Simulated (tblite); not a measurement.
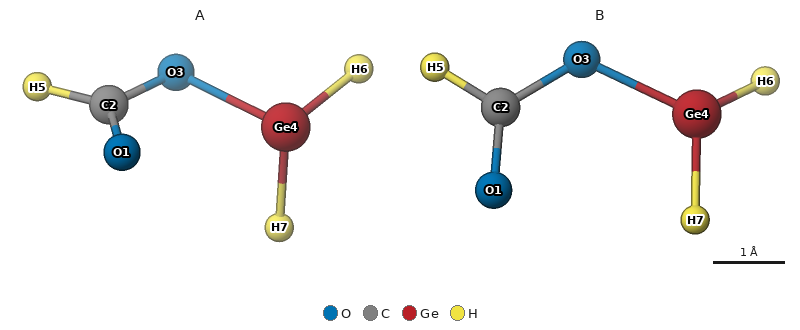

Two geometries of CH3GeO2 (multiplicity 2), drawn at one scale. One is the start of a relaxation, the other its converged end. A ball-and-stick model, seen at a tilt.

Computed with tblite, GFN2-xTB geometry optimisation, gas phase. 

Q: Which of the two is the end point?

A: Structure A is the relaxed one. After 55 geometry steps the energy has fallen by 0.772 eV. The largest move after the best rigid fit is that of O1, 0.90 Å. By element the largest moves are O 0.90 Å, H 0.71 Å, Ge 0.36 Å, C 0.12 Å. Some distances before and after: O1–Ge4 3.117 → 2.481 Å, O3–Ge4 1.821 → 1.970 Å, C2–O3 1.366 → 1.273 Å, Ge4–H7 1.522 → 1.588 Å. Bond angles that change, for instance: C2–O3–Ge4 121.6° → 101.0°, O3–Ge4–H7 115.1° → 96.1°, O3–Ge4–H6 110.8° → 92.3°. Groups turn about O3–Ge4 by about 60°.
